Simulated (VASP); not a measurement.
# Antimonene and its bilayer

Aim: relax antimonene, place its levels against the vacuum, then find how two sheets stack and bind.

Calculated with VASP 6.6.1; PBE with D3(BJ); plane waves and PAW (Sb), in the first sound run; inputs show where later runs differ.

## 1. Set-up

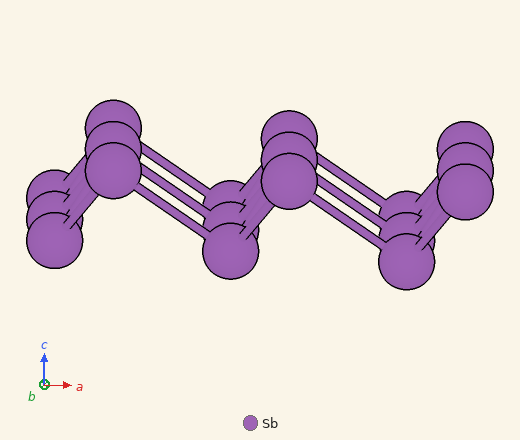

Start, viewed nearly edge on; antimony purple. 3×3×1 cells are drawn.

The cell holds 2 atoms: 2 Sb. Cell: a = 4.120 Å, b = 4.120 Å, c = 22.000 Å, α = 90.0°, β = 90.0°, γ = 120.0°. Vacuum lies along c.

## 2. Relaxing the monolayer

The sheet's cell relaxes in its plane with the atoms, while the vacuum is kept.

The input, INCAR:

```
SYSTEM = Sb
PREC = Normal
ENCUT = 350
EDIFF = 1E-06
NELM = 120
ISMEAR = 0
SIGMA = 0.03
LREAL = .FALSE.
ALGO = Normal
GGA = PE
IVDW = 12
NBANDS = 11
LORBIT = 11
LWAVE = .FALSE.
LCHARG = .FALSE.
KPAR = 4
IBRION = 2
NSW = 50
ISIF = 3
EDIFFG = -0.015
POTIM = 0.4
IDIPOL = 3
LDIPOL = .TRUE.
DIPOL = 0.5 0.5 0.5
LATTICE_CONSTRAINTS = .TRUE. .TRUE. .FALSE.
```

The input, POSCAR:

```
Sb
1.0
    4.1200000000      0.0000000000      0.0000000000
   -2.0600000000      3.5680246636      0.0000000000
    0.0000000000      0.0000000000     22.0000000000
Sb
2
Direct
    0.3333333333      0.6666666667      0.4627272727
    0.6666666667      0.3333333333      0.5372727273
```

The input, KPOINTS:

```
Automatic mesh
0
Gamma
9 9 1
0 0 0
```

The projector-augmented-wave data sets are Sb (PBE family, release 64).

Launch:

```
> mpirun -np 4 vasp_std
```

What it wrote:

```text
[banner, memory and clock lines left out]
running    4 mpi-ranks, on    1 nodes
 distrk:  each k-point on    1 cores,    4 groups
 distr:  one band on    1 cores,    1 groups

 POSCAR found type information on POSCAR Sb
 POSCAR found :  1 types and       2 ions
 LDA part: xc-table for (Slater+PW92), standard interpolation
 POSCAR, INCAR and KPOINTS ok, starting setup
 FFT: planning ... GRIDC
 FFT: planning ... GRID_SOFT
 FFT: planning ... GRID
 WAVECAR not read
 entering main loop
       N       E                     dE             d eps       ncg     rms          rms(c)
DAV:   1     0.488216615214E+02    0.48822E+02   -0.21621E+03   264   0.417E+02
DAV:   2    -0.433318820652E+01   -0.53155E+02   -0.49731E+02   413   0.836E+01
DAV:   3    -0.807579975346E+01   -0.37426E+01   -0.37338E+01   356   0.286E+01
DAV:   4    -0.814663397412E+01   -0.70834E-01   -0.70829E-01   334   0.500E+00
DAV:   5    -0.814865314214E+01   -0.20192E-02   -0.20192E-02   337   0.975E-01    0.298E+00
DAV:   6    -0.812090934933E+01    0.27744E-01   -0.14297E-02   303   0.641E-01    0.182E+00
DAV:   7    -0.810257377440E+01    0.18336E-01   -0.33453E-02   303   0.948E-01    0.108E-01
DAV:   8    -0.810236684510E+01    0.20693E-03   -0.19474E-03   365   0.242E-01    0.475E-02
DAV:   9    -0.810220413240E+01    0.16271E-03   -0.26995E-04   347   0.800E-02    0.195E-02
DAV:  10    -0.810215664745E+01    0.47485E-04   -0.70946E-05   336   0.360E-02    0.105E-02
DAV:  11    -0.810218555208E+01   -0.28905E-04   -0.67152E-05   285   0.291E-02    0.815E-03
DAV:  12    -0.810237710755E+01   -0.19156E-03   -0.35130E-05   298   0.233E-02    0.383E-03
DAV:  13    -0.810246332706E+01   -0.86220E-04   -0.42100E-06   333   0.102E-02    0.202E-03
DAV:  14    -0.810252310555E+01   -0.59778E-04   -0.25207E-06   328   0.643E-03    0.892E-04
DAV:  15    -0.810254837631E+01   -0.25271E-04   -0.65033E-07   342   0.282E-03    0.649E-04
DAV:  16    -0.810255426782E+01   -0.58915E-05   -0.11098E-07   359   0.109E-03    0.164E-04
DAV:  17    -0.810255621082E+01   -0.19430E-05   -0.39377E-08   282   0.680E-04    0.126E-04
DAV:  18    -0.810255645358E+01   -0.24277E-06   -0.28013E-09   225   0.223E-04
   1 F= -.85636823E+01 E0= -.85636823E+01  d E =-.856368E+01
 curvature:   0.00 expect dE= 0.000E+00 dE for cont linesearch  0.000E+00
 trial: gam= 0.00000 g(F)=  0.613E-05 g(S)=  0.893E-02 ort = 0.000E+00 (trialstep = 0.100E+01)
 search vector abs. value=  0.893E-02
 bond charge predicted
       N       E                     dE             d eps       ncg     rms          rms(c)
DAV:   1    -0.810400510424E+01   -0.14489E-02   -0.20424E-01   284   0.199E+00    0.324E-01
DAV:   2    -0.810031719837E+01    0.36879E-02   -0.47556E-03   305   0.403E-01    0.191E-01
DAV:   3    -0.809830263311E+01    0.20146E-02   -0.49990E-03   288   0.303E-01    0.625E-02
DAV:   4    -0.809830994267E+01   -0.73096E-05   -0.80747E-05   290   0.557E-02    0.542E-02
DAV:   5    -0.809830771586E+01    0.22268E-05   -0.53426E-06   337   0.154E-02    0.292E-02
DAV:   6    -0.809830671616E+01    0.99970E-06   -0.76406E-06   326   0.157E-02
   2 F= -.85688070E+01 E0= -.85688070E+01  d E =-.512475E-02
[...]
3 F= -.85688966E+01 E0= -.85688966E+01  d E =-.521430E-02
[...]
4 F= -.85701396E+01 E0= -.85701396E+01  d E =-.124302E-02
 trial-energy change:   -0.001243  1 .order   -0.001254   -0.001787   -0.000722
 step:   1.8130(harm=  1.7243)  dis= 0.01058  next Energy=    -8.570410 (dE=-0.151E-02)
 bond charge predicted
       N       E                     dE             d eps       ncg     rms          rms(c)
DAV:   1    -0.809625792303E+01    0.63712E-03   -0.15529E-02   309   0.645E-01    0.610E-02
DAV:   2    -0.809614152127E+01    0.11640E-03   -0.53649E-04   293   0.122E-01    0.317E-02
DAV:   3    -0.809608262614E+01    0.58895E-04   -0.66082E-05   330   0.413E-02    0.151E-02
DAV:   4    -0.809606095745E+01    0.21669E-04   -0.41319E-05   295   0.305E-02    0.726E-03
DAV:   5    -0.809606036629E+01    0.59115E-06   -0.24489E-06   311   0.897E-03
   5 F= -.85703804E+01 E0= -.85703804E+01  d E =-.148386E-02
 curvature:  -1.01 expect dE=-0.408E-05 dE for cont linesearch -0.380E-05
 trial: gam= 0.00000 g(F)=  0.400E-05 g(S)=  0.580E-07 ort =-0.882E-04 (trialstep = 0.119E+01)
 search vector abs. value=  0.406E-05
 reached required accuracy - stopping structural energy minimisation
```

The job ended after 10 s (4 MPI ranks of Intel Xeon 6975P-C (Granite Rapids), shared host; peak memory 0.83 GiB).

Lines that name or quote the potential files are left out of all logs, and their timing lines are given in words.

From OUTCAR (step 2):

```text
ion  position               nearest neighbor table
   1  0.333  0.667  0.463-   2 2.89   2 2.89   2 2.89
   2  0.667  0.333  0.537-   1 2.89   1 2.89   1 2.89

  LATTYP: Found a hexagonal cell.
 ALAT       =     4.1200000000
 C/A-ratio  =     5.3398058252

 Subroutine GETGRP returns: Found 12 space group operations
 (whereof 12 operations were pure point group operations)

The static configuration has the point symmetry D_3d.

 Found     12 irreducible k-points:

   k-points           NKPTS =     12   k-points in BZ     NKDIM =     12   number of bands    NBANDS=     11

   dimension x,y,z NGX =    20 NGY =   20 NGZ =  108
   dimension x,y,z NGXF=    40 NGYF=   40 NGZF=  216

   ENCUT  =  350.0 eV  25.72 Ry    5.07 a.u.   6.28  6.28 33.56*2*pi/ulx,y,z

   NELECT =      10.0000    total number of electrons

 k-points in reciprocal lattice and weights: Automatic mesh
   0.00000000  0.00000000  0.00000000       0.012
   0.11111111  0.00000000  0.00000000       0.074
   0.22222222  0.00000000  0.00000000       0.074
   0.33333333  0.00000000  0.00000000       0.074
   0.44444444  0.00000000  0.00000000       0.074
   0.11111111  0.11111111  0.00000000       0.074
   0.22222222  0.11111111  0.00000000       0.148
   0.33333333  0.11111111  0.00000000       0.148
   0.44444444  0.11111111  0.00000000       0.074
   0.22222222  0.22222222  0.00000000       0.074
   0.33333333  0.22222222  0.00000000       0.148
   0.33333333  0.33333333  0.00000000       0.025

 Edisp (eV)   -0.47325

 dipolmoment           0.000000      0.000000     -0.000000 electrons x Angstroem

 average (electrostatic) potential at core
       1 -94.8890       2 -94.8890

 E-fermi :  -2.3259

 k-point     1 :       0.0000    0.0000    0.0000
  band No.  band energies     occupation
      1     -14.0190      2.00000
      2      -8.9955      2.00000
      3      -3.3370      2.00000
      4      -2.5007      2.00000
      5      -2.5007      2.00000
      6      -0.8701      0.00000
      7       0.2717      0.00000
      8       0.2717      0.00000
      9       1.6205      0.00000
     10       1.8522      0.00000
    ...

 k-point     2 :       0.1111    0.0000    0.0000
  band No.  band energies     occupation
      1     -13.8834      2.00000
      2      -8.9808      2.00000
      3      -3.6401      2.00000
      4      -3.2729      2.00000
      5      -2.8001      2.00000
      6      -0.4365      0.00000
      7       0.3577      0.00000
      8       0.5433      0.00000
      9       1.8126      0.00000
     10       2.0039      0.00000
    ...

 k-point     3 :       0.2222    0.0000    0.0000
  band No.  band energies     occupation
      1     -13.4848      2.00000
      2      -9.0494      2.00000
      3      -5.0250      2.00000
      4      -3.3610      2.00000
      5      -3.1946      2.00000
      6      -1.1287      0.00000
      7       0.9111      0.00000
      8       0.9496      0.00000
      9       2.1248      0.00000
     10       2.4595      0.00000
    ...

 Edisp (eV)   -0.47432

  Total       0.00123     0.00123    -0.01153     0.00000    -0.00000     0.00000
  in kB       0.00624     0.00624    -0.05871     0.00000    -0.00000     0.00000
  external pressure =       -0.02 kB  Pullay stress =        0.00 kB

  energy-cutoff  :      350.00
  volume of cell :      314.66
      direct lattice vectors                 reciprocal lattice vectors
     4.063901449  0.000000000  0.000000000     0.246068959  0.142067980  0.000000000
    -2.031950724  3.519441893  0.000000000     0.000000000  0.284135960  0.000000000
     0.000000000  0.000000000 22.000000000     0.000000000  0.000000000  0.045454545

 POSITION                                       TOTAL-FORCE (eV/Angst)
 -----------------------------------------------------------------------------------
     -0.00000      2.34629     10.16902         0.000000      0.000000      0.007201
      2.03195      1.17315     11.83098        -0.000000     -0.000000     -0.007201
 -----------------------------------------------------------------------------------
    total drift:                                0.000000     -0.000000     -0.000000

  FREE ENERGIE OF THE ION-ELECTRON SYSTEM (eV)
  ---------------------------------------------------
  free  energy   TOTEN  =        -8.5703804174 eV

  energy  without entropy=       -8.5703804174  energy(sigma->0) =       -8.57038042

 reached required accuracy - stopping structural energy minimisation

 vacuum level on the upper side and lower side of the slab         2.178         2.178

 total charge
# of ion       s       p       d       tot
------------------------------------------
    1        1.211   1.168   0.027   2.407
    2        1.211   1.168   0.027   2.407
--------------------------------------------------
tot          2.422   2.337   0.055   4.814

[... 3 further parts left out ...]
```

CONTCAR:

```
Sb
   1.00000000000000
     4.0639014488151046    0.0000000000000000    0.0000000000000000
    -2.0319507244075523    3.5194418931580476    0.0000000000000000
     0.0000000000000000    0.0000000000000000   22.0000000000000000
  Sb
     2
Direct
     0.3333333332999970    0.6666666667000030    0.4622283598478648
     0.6666666667000030    0.3333333332999970    0.5377716401521353
```

The gap is read on the k-mesh alone, so it is an upper bound where the band edges lie off the mesh. The run keeps the 12 symmetry operations of its start, so it cannot find a distortion of lower symmetry.

Step by step:

| step | energy less that of the first step (eV) | largest force (eV/Å) | pressure (GPa) | volume (Å³) |
| --- | --- | --- | --- | --- |
| 1 | 0.0000 | 0.0089 | -0.16 | 323.41 |
| 2 | -0.0051 | 0.1316 | 0.02 | 317.43 |
| 3 | -0.0052 | 0.1496 | 0.04 | 316.59 |
| 4 | -0.0065 | 0.0607 | 0.02 | 315.50 |
| 5 | -0.0067 | 0.0072 | 0.00 | 314.66 |

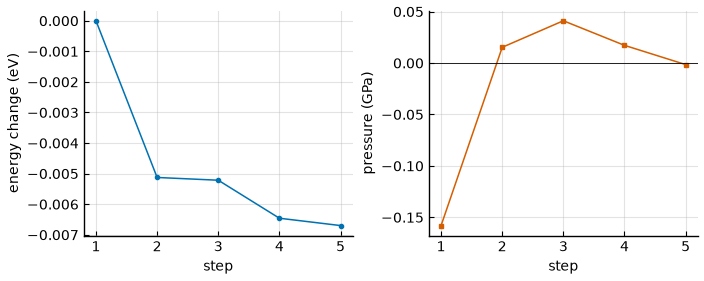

Energy and pressure along the relaxation.

| cell as run | before | after | change |
| --- | --- | --- | --- |
| a (Å) | 4.120 | 4.064 | -1.4 % |
| b (Å) | 4.120 | 4.064 | -1.4 % |

The atoms that moved most (Å, along periodic axes as changes of fractional coordinates times the final cell, across vacuum about the mean position):

| atom | dx | dy | dz | length |
| --- | --- | --- | --- | --- |
| Sb1 | 0.000 | 0.000 | -0.011 | 0.011 |
| Sb2 | 0.000 | 0.000 | 0.011 | 0.011 |

The relaxed structure:

```
Sb
1.0
     4.06390    0.00000    0.00000
    -2.03195    3.51944    0.00000
     0.00000    0.00000   22.00000
Sb
2
Direct
  0.33333 0.66667 0.46223
  0.66667 0.33333 0.53777
```

Numbers from this step:

```yaml
electronic_cycles: 39
electrons: 10
free_energy_toten: -8.570 eV
fermi_energy: -2.326 eV
metallic: no
dipole_moment: 0, 0, 0 e·Å
gap_on_the_k_mesh: 1.141 eV
least_direct_gap_on_the_k_mesh: 1.631 eV
```

The run ended after 5 ionic steps, 0.007 eV below its first step, once forces and stress met EDIFFG = -0.015.

## 3. A second relaxation

The plane waves were chosen for the start cell, so the relaxation is repeated from its end.

Edit INCAR of step 2 so:

```diff
@@ -17,3 +17,3 @@
 IBRION = 2
-NSW = 50
+NSW = 30
 ISIF = 3
```

The input, POSCAR:

```
Sb
1.0
    4.0639014488      0.0000000000      0.0000000000
   -2.0319507244      3.5194418932      0.0000000000
    0.0000000000      0.0000000000     22.0000000000
Sb
2
Direct
    0.3333333333      0.6666666667      0.4622283598
    0.6666666667      0.3333333333      0.5377716402
```

KPOINTS is that of step 2.

Launch:

```
> mpirun -np 4 vasp_std
```

What it wrote:

```text
[... set-up lines as in an earlier step ...]
 entering main loop
       N       E                     dE             d eps       ncg     rms          rms(c)
DAV:   1     0.409883131058E+02    0.40988E+02   -0.22752E+03   264   0.424E+02
DAV:   2    -0.473518935876E+01   -0.45724E+02   -0.42760E+02   409   0.815E+01
DAV:   3    -0.807294108835E+01   -0.33378E+01   -0.33279E+01   351   0.272E+01
DAV:   4    -0.814357240682E+01   -0.70631E-01   -0.70622E-01   335   0.485E+00
DAV:   5    -0.814577129262E+01   -0.21989E-02   -0.21989E-02   363   0.936E-01    0.303E+00
DAV:   6    -0.811590659749E+01    0.29865E-01   -0.15769E-02   294   0.654E-01    0.185E+00
DAV:   7    -0.809599344944E+01    0.19913E-01   -0.37812E-02   303   0.990E-01    0.108E-01
DAV:   8    -0.809571677775E+01    0.27667E-03   -0.20995E-03   341   0.254E-01    0.383E-02
DAV:   9    -0.809551268520E+01    0.20409E-03   -0.20920E-04   380   0.741E-02    0.195E-02
DAV:  10    -0.809544449300E+01    0.68192E-04   -0.11695E-04   316   0.412E-02    0.121E-02
DAV:  11    -0.809551159973E+01   -0.67107E-04   -0.65712E-05   285   0.288E-02    0.906E-03
DAV:  12    -0.809574250379E+01   -0.23090E-03   -0.27378E-05   322   0.239E-02    0.340E-03
DAV:  13    -0.809582381726E+01   -0.81313E-04   -0.29650E-06   340   0.834E-03    0.167E-03
DAV:  14    -0.809588138456E+01   -0.57567E-04   -0.19721E-06   342   0.492E-03    0.803E-04
DAV:  15    -0.809590477407E+01   -0.23390E-04   -0.67357E-07   342   0.267E-03    0.387E-04
DAV:  16    -0.809590803583E+01   -0.32618E-05   -0.45744E-08   319   0.670E-04    0.181E-04
DAV:  17    -0.809590950338E+01   -0.14675E-05   -0.24235E-08   274   0.476E-04    0.576E-05
DAV:  18    -0.809590965277E+01   -0.14939E-06   -0.15323E-09   225   0.149E-04
   1 F= -.85702297E+01 E0= -.85702297E+01  d E =-.857023E+01
 curvature:   0.00 expect dE= 0.000E+00 dE for cont linesearch  0.000E+00
 trial: gam= 0.00000 g(F)=  0.424E-05 g(S)=  0.144E-06 ort = 0.000E+00 (trialstep = 0.100E+01)
 search vector abs. value=  0.439E-05
 reached required accuracy - stopping structural energy minimisation
```

Run time: 4.6 s. Hardware: 4 MPI ranks; peak memory 0.8 GiB.

OUTCAR, selected parts (step 3):

```text
  LATTYP: Found a hexagonal cell.
 ALAT       =     4.0639014488
 C/A-ratio  =     5.4135171035

The static configuration has the point symmetry D_3d.

 Found     12 irreducible k-points:

   ENCUT  =  350.0 eV  25.72 Ry    5.07 a.u.   6.20  6.20 33.56*2*pi/ulx,y,z

   NELECT =      10.0000    total number of electrons

 dipolmoment           0.000000      0.000000      0.000000 electrons x Angstroem

 E-fermi :  -2.3202

 k-point     1 :       0.0000    0.0000    0.0000
  band No.  band energies     occupation
      1     -14.0147      2.00000
      2      -8.9913      2.00000
      3      -3.3332      2.00000
      4      -2.4963      2.00000
      5      -2.4963      2.00000
      6      -0.8659      0.00000
      7       0.2761      0.00000
      8       0.2761      0.00000
      9       1.6449      0.00000
     10       1.8839      0.00000
    ...

 k-point     2 :       0.1111   -0.0000    0.0000
  band No.  band energies     occupation
      1     -13.8790      2.00000
      2      -8.9766      2.00000
      3      -3.6358      2.00000
      4      -3.2691      2.00000
      5      -2.7957      2.00000
      6      -0.4322      0.00000
      7       0.3623      0.00000
      8       0.5476      0.00000
      9       1.8372      0.00000
     10       2.0352      0.00000
    ...

 Edisp (eV)   -0.47432

  Total      -0.00193    -0.00193    -0.02129    -0.00000     0.00000     0.00000
  in kB      -0.00985    -0.00985    -0.10841    -0.00000     0.00000     0.00000
  external pressure =       -0.04 kB  Pullay stress =        0.00 kB

 POSITION                                       TOTAL-FORCE (eV/Angst)
 -----------------------------------------------------------------------------------
     -0.00000      2.34629     10.16902        -0.000000      0.000000      0.007414
      2.03195      1.17315     11.83098         0.000000     -0.000000     -0.007414
 -----------------------------------------------------------------------------------
    total drift:                               -0.000000      0.000000      0.000000

  FREE ENERGIE OF THE ION-ELECTRON SYSTEM (eV)
  ---------------------------------------------------
  free  energy   TOTEN  =        -8.5702297038 eV

  energy  without entropy=       -8.5702297038  energy(sigma->0) =       -8.57022970

 vacuum level on the upper side and lower side of the slab         2.119         2.119

[... 6 parts as in an earlier step ...]

[... 7 further parts left out ...]
```

Little changed from the start: no atom moved by 0.005 Å and no cell edge by 0.1 %.

Numbers from this step:

- electronic cycles: 18
- Fermi energy: -2.320 eV
- gap on the k-mesh: 1.140 eV
- least direct gap on the k-mesh: 1.630 eV

The start already met the threshold, so nothing moved.

[end of part 1 of 5]

[Lines on the potential files, build, host, timing and source positions are cut from VASP's logs without a mark.]

[Logs are printed without paths, hosts, clocks, repeated set-up lines and the standing remarks that a program may print on its own settings, such as how far it seeks lower states.]

[Hosts, paths, dates, database ids (printed as entryN), source tags and the programs' standing remarks are cut or masked in the printed files.]

[Runs that stopped without an error message from VASP are left out.]
